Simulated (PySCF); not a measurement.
# Si2H6 (disilane): CCSD(T)/aug-cc-pVDZ

Aim: the vertical singlet–triplet gap of Si2H6 (disilane) at CCSD(T)/aug-cc-pVDZ, from 2 runs. Input form: a Python script.

The calculation is run with PySCF 2.14.0.

1 further run of the same task is left out (set aside as unsound or not needed).

## 1. The system as given

Si2H6: 8 atoms, total charge 0, spin state singlet. SMILES: `[SiH3][SiH3]`. The shape is that of a PBE0-D4/def2-TZVP optimisation.

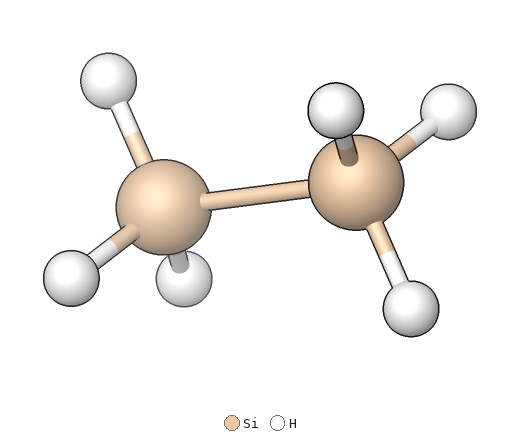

Viewed from a chosen angle; silicon light orange, hydrogen white.

## 2. The energy at CCSD(T)/aug-cc-pVDZ

calc.py reads:

```python
from pyscf import gto, cc

molecule = gto.M(
    atom=[
    ('Si', (-0.340500, 0.490200, -1.004900)),
    ('Si', (0.363500, -0.504400, 0.991000)),
    ('H', (0.833900, 0.948200, -1.794900)),
    ('H', (-1.112900, -0.483900, -1.821900)),
    ('H', (-1.208000, 1.664100, -0.717900)),
    ('H', (1.139000, 0.468600, 1.806300)),
    ('H', (1.228100, -1.680500, 0.704000)),
    ('H', (-0.811000, -0.959200, 1.782600)),
],
    max_memory=1860,
    charge=0,
    basis='aug-cc-pvdz',
    verbose=3,
)

myscf = molecule.RHF()
myscf.conv_tol = 1e-10
myscf.kernel()
if not myscf.converged:
    myscf = myscf.newton().run(myscf.mo_coeff, myscf.mo_occ)

mycc = cc.CCSD(myscf, frozen=10)
mycc.kernel()
e_t = mycc.ccsd_t()
e_final = mycc.e_tot + e_t
print('E(%s) = %.9f' % ('CCSD(T)', e_final))
```

Command:

```bash
$ OMP_NUM_THREADS=1 python calc.py
```

Output:

```text
converged SCF energy = -581.340581518822
E(CCSD) = -581.6176343349895  E_corr = -0.2770528161676646
CCSD(T) correction = -0.00700365630945255
E(CCSD(T)) = -581.624637991
```

Wall time 29 s (1 thread of Arm Neoverse V2, shared host); peak memory 0.7 GiB.

## 3. The triplet

job.py reads:

```python
from pyscf import gto, scf, cc

molecule = gto.M(
    atom='''
Si    -0.643452     0.926344    -1.898986
Si     0.686915    -0.953178     1.872719
H      1.575843     1.791838    -3.391869
H     -2.103076    -0.914438    -3.442892
H     -2.282789     3.144693    -1.356634
H      2.152398     0.885526     3.413412
H      2.320773    -3.175685     1.330367
H     -1.532568    -1.812625     3.368626
''',
    max_memory=1860,
    basis='aug-cc-pvdz',
    spin=2,
    verbose=3,
    unit='bohr',
    charge=0,
)

calc0 = scf.UHF(molecule)
calc0.conv_tol = 1e-10
calc0.kernel()
if not calc0.converged:
    calc0 = calc0.newton().run(calc0.mo_coeff, calc0.mo_occ)

mycc = cc.CCSD(calc0, frozen=10)
mycc.kernel()
e_t = mycc.ccsd_t()
e_final = mycc.e_tot + e_t
print('Final energy', e_final)
```

Command:

```bash
$ OMP_NUM_THREADS=1 python job.py
```

Output:

```text
WARN: HOMO 0.0327074155008508 >= LUMO -0.298673807107621

WARN: HOMO -0.105800074736511 >= LUMO -0.286080185117885

WARN: HOMO -0.0977335441038587 >= LUMO -0.181519403487902

WARN: HOMO -0.0997832992234389 >= LUMO -0.171480625385962

WARN: HOMO -0.100079375725682 >= LUMO -0.168421556854491

WARN: HOMO -0.100630988920634 >= LUMO -0.165926562464378

WARN: HOMO -0.100898967327872 >= LUMO -0.164042300397103

WARN: HOMO -0.100872654090306 >= LUMO -0.163696927956638

WARN: HOMO -0.100887829261184 >= LUMO -0.163645564872684

WARN: HOMO -0.100894698360876 >= LUMO -0.163636013979779

WARN: HOMO -0.100892437580006 >= LUMO -0.163631223415196

WARN: HOMO -0.100892773690034 >= LUMO -0.16363083072377

WARN: HOMO -0.100892764551741 >= LUMO -0.163631513868602

WARN: HOMO -0.100892805649904 >= LUMO -0.163630655775624

WARN: HOMO -0.100892785348271 >= LUMO -0.163630582377572

WARN: HOMO -0.100892794152912 >= LUMO -0.163630534423749

converged SCF energy = -581.077138290866  <S^2> = 2.0082681  2S+1 = 3.005507
E(UCCSD) = -581.3495042364416  E_corr = -0.2723659455751501
UCCSD(T) correction = -0.0086994700563024
Final energy -581.3582037064979
```

It took 4.1 min on 1 thread of Arm Neoverse V2, shared host; peak memory 4.2 GiB.

## 4. Results

Level: CCSD(T)/aug-cc-pVDZ, 10 core orbitals frozen.

```
                                                           quantity          value
                                              singlet: total energy  -581.62464 Eh
                      singlet: dipole moment (Hartree–Fock density)         0.00 D
                       singlet: HOMO energy (Hartree–Fock orbitals)      -11.01 eV
                       singlet: LUMO energy (Hartree–Fock orbitals)        1.07 eV
                     singlet: HOMO–LUMO gap (Hartree–Fock orbitals)       12.08 eV
              singlet: correlation energy (10 core orbitals frozen)     -284.1 mEh
                                            singlet: (T) correction      -7.00 mEh
                                             singlet: T1 diagnostic          0.013
                                              triplet: total energy  -581.35820 Eh
                      triplet: dipole moment (Hartree–Fock density)         0.00 D
triplet: HOMO energy (Hartree–Fock orbitals) (highest over α and β)       -2.75 eV
              triplet: correlation energy (10 core orbitals frozen)     -281.1 mEh
                                            triplet: (T) correction      -8.70 mEh
                         triplet: ⟨S²⟩ of the reference determinant          2.008
                                             triplet: T1 diagnostic          0.031
                   vertical energy of the triplet above the singlet       7.250 eV
```

In words: At this shape the triplet lies 7.25 eV (167 kcal/mol) above the singlet. The triples (singlet) make up 2.5 % of the correlation energy. Mulliken charges (triplet) of the mean-field density run from -0.19 on H5 to +0.56 on Si1; in a basis this large or diffuse they mean little. The triples (triplet) make up 3.1 % of the correlation energy.
